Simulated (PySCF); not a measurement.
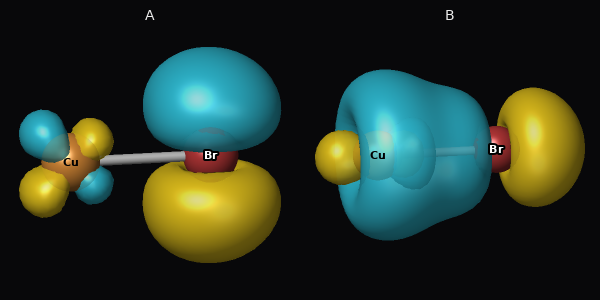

Figure 1: CuBr. Two frontier orbitals, each drawn at the value that holds 80 % of its norm (yellow and cyan are the two phases), in no order; of a degenerate pair one member is drawn.

Computed with PySCF 2.14.0, PBE0/def2-TZVPPD, non-relativistic Hamiltonian with scalar-relativistic core potentials where named, at a bond length of 2.212 Å.

Question: Label each orbital by symmetry, say whether it is occupied, and order them by energy.

Answer: Orbital B: σ, occupied, −7.80 eV; mainly on Cu (70 %).
Orbital A: π, occupied, −7.26 eV; mainly on Br (80 %).
